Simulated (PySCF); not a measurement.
Molecule (SMILES): [C]=C=[C] (closed-shell singlet).
Geometry (B3LYP-D3(BJ)/def2-TZVP, fixed):
```xyz
3

C      0.0000     0.0000    -1.2873
C      0.0000     0.0000     0.0000
C      0.0000     0.0000     1.2873
```

Basis-set convergence of the mean static polarisability at PBE0 with PySCF. All functions are spherical. Density fitting with generated auxiliary sets. No added dispersion term, no relativity. Reference: the value in d-aug-cc-pVTZ, 33.53 bohr³, itself unsure by roughly 0.1 % (its mean distance from aug-pcseg-3, aug-cc-pVQZ, aug-pcseg-2). Deviations are taken from unrounded values. Cost is core time over that of pcseg-2, rough, on shared machines of one kind; a dash marks a row that isn't timed (too short, read off another run, short of memory, by another algorithm or on other hardware).

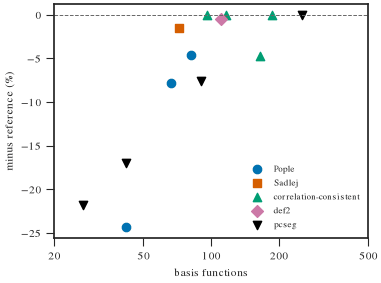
Fig. 1. Deviation from the reference against the number of basis functions, by family of sets.

```csv
basis,functions,mean static polarisability (bohr³),minus reference (%),cost
pcseg-0,27,26.21,-21.8,-
6-31G**,42,25.36,-24.4,-
pcseg-1,42,27.84,-17.0,-
6-311+G**,66,30.92,-7.8,0.7×
Sadlej pVTZ,72,33.01,-1.5,0.9×
"6-311++G(2d,2p)",81,31.97,-4.6,0.9×
pcseg-2,90,30.97,-7.6,1×
d-aug-cc-pVDZ,96,33.51,-0.1,1×
def2-TZVPPD,111,33.38,-0.4,2×
jun-cc-pV(T+d)Z,117,33.52,0.0,2×
cc-pVQZ,165,31.92,-4.8,4×
d-aug-cc-pVTZ,186,33.53,0.0,5×
aug-pcseg-3,255,33.52,0.0,10×
```
